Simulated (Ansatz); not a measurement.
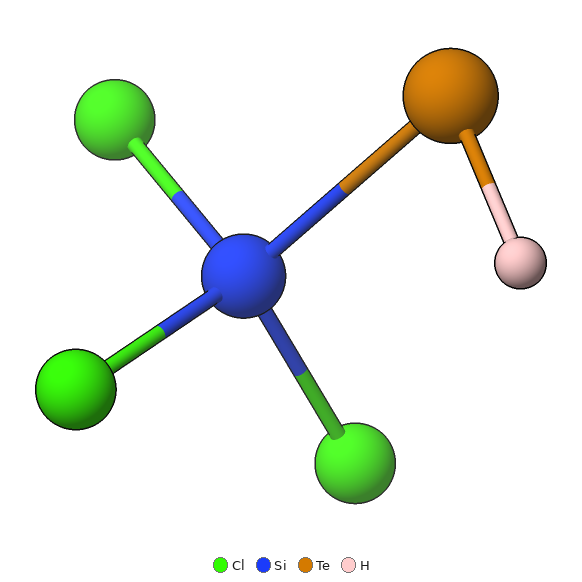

A ball-and-stick model of a molecule. Every bond is drawn as one stick, whatever its order.

Computed geometry: PBE0-D4/def2-TZVP optimisation.

Give the formula.

Cl3HSiTe, 6 atoms: 3 chlorine, 1 hydrogen, 1 silicon and 1 tellurium.

What is its SMILES?

Cl[Si](Cl)(Cl)[TeH]

What is the point group of this geometry?

Cs.

How many bonds of each kind are drawn?

3 Cl–Si, 1 Si–Te, 1 Te–H.

How many atoms are distinct by symmetry?

5: 2 Cl, 1 Si, 1 Cl, 1 Te, 1 H.

The parts below concern this one geometry. Atoms keep their numbers from picture to picture.

Shape

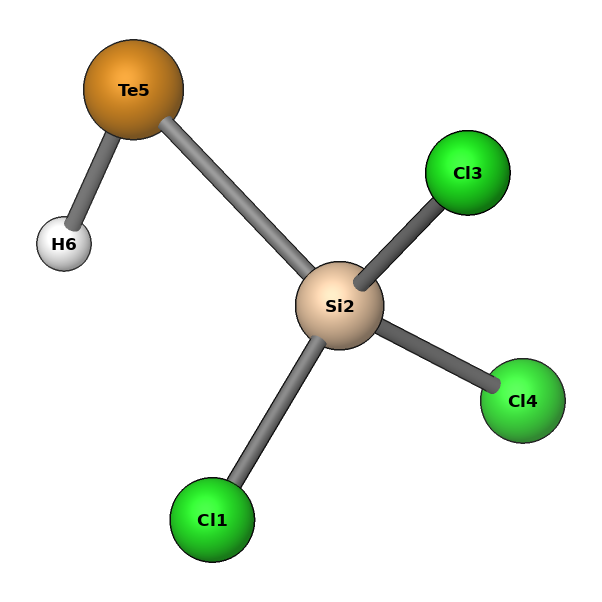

Numbered structure.

List the bonds and their lengths.

```tsv
bond	length (Å)	order
Cl1–Si2	2.036	single
Si2–Cl3	2.037	single
Si2–Cl4	2.036	single
Si2–Te5	2.468	single
Te5–H6	1.659	single
```

Charges

The questions are on Mulliken charges. Method: RKS PBE-D4/def2-TZVPP, core potentials on Te (Ansatz 0.2.0).

List the Mulliken charges.

```tsv
atom	value (e)
Cl1	−0.16
Si2	0.46
Cl3	−0.16
Cl4	−0.16
Te5	0.02
H6	0.00
```

Vibrations

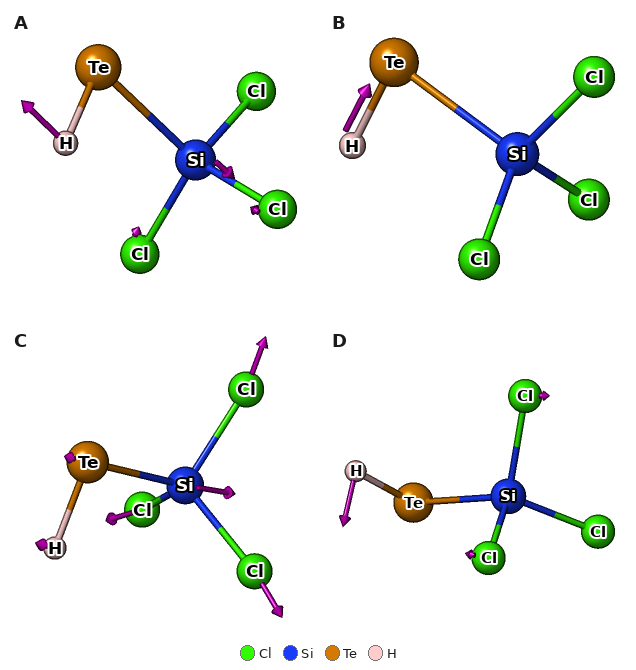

4 normal modes of one molecule or complex, as arrows. Harmonic vibrations computed with RKS PBE0-D4/def2-TZVP, core potentials on Te (Ansatz 0.2.0) at a stationary point of the same level.

Match the panels to the wavenumbers 94 cm⁻¹, 324 cm⁻¹, 525 cm⁻¹, 2154 cm⁻¹.

A: 525 cm⁻¹
B: 2154 cm⁻¹, Te–H stretching
C: 324 cm⁻¹
D: 94 cm⁻¹

Electronic properties

Method: RKS ωB97M-V/def2-SVP, core potentials on Te (Ansatz 0.2.0).

Predict the main results.

- HOMO energy (Kohn–Sham orbital): −9.04 eV
- LUMO energy (Kohn–Sham orbital): 0.64 eV
- HOMO–LUMO gap: 9.68 eV

Mulliken values depend strongly on the basis set and can even reverse the polarity of a bond.
